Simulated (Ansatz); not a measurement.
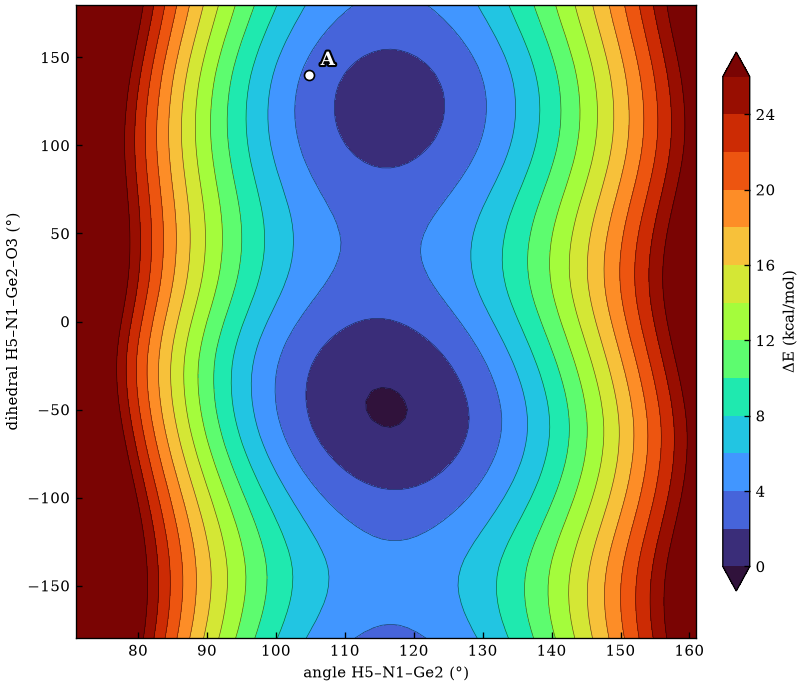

FGeH₄NO, SMILES [NH2][GeH]([OH])[F]. 
- First axis: angle H5–N1–Ge2. Second axis: dihedral H5–N1–Ge2–O3.
- Nothing is relaxed (all other coordinates rigid).
- The scan uses a 9 × 9 grid.
- Points are written as (first, second).
- Energies are in kcal/mol, from the lowest grid point.
- All numbers below come from RKS B3LYP-D4/def2-TZVP (Ansatz 0.2.0).

Drawn: filled contours, one colour for all values above the top of the scale, the point A. Between grid points the surface is interpolated.

Which way does the force act at A, and how strong is it?

Answer. A, at (104.8°, 140°), is not a stationary point. The computed force is 0.38 kcal/mol for each degree towards larger values of angle H5–N1–Ge2 and 0.038 kcal/mol for each degree towards smaller values of dihedral H5–N1–Ge2–O3.
